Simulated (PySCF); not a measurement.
SMILES C1CC[N]C1=O, doublet at its PBE0/def2-SVP optimised geometry (Å):

```
12

O     -2.2427     0.4811     0.0301
C     -1.0693     0.1737     0.0000
C      0.1173     1.1315    -0.0144
C      1.2772     0.2386    -0.4330
C      0.7833    -1.1541     0.0000
N     -0.6442    -1.1541     0.0000
H      0.2430     1.5241     1.0099
H     -0.0814     1.9931    -0.6660
H      1.4050     0.2614    -1.5268
H      2.2427     0.5102     0.0157
H      1.1015    -1.3906     1.0397
H      1.1660    -1.9931    -0.6057
```

Method: unrestricted PBE0/def2-TZVP in PySCF. Cells within 0.4 Å of a nucleus heavier than hydrogen are left out (blank, or x).

Map of the electrostatic potential (hartree/e), clipped to [-0.08, 0.12] on the plane z = 0.0 Å:

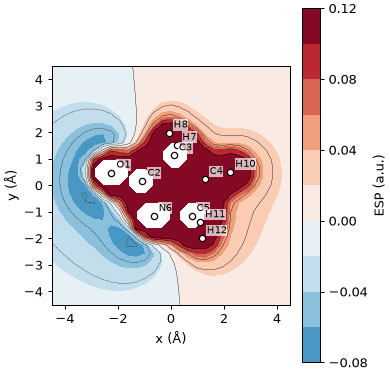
Figure: Electrostatic potential (hartree/e), clipped to [-0.08, 0.12] on the plane z = 0.0 Å.
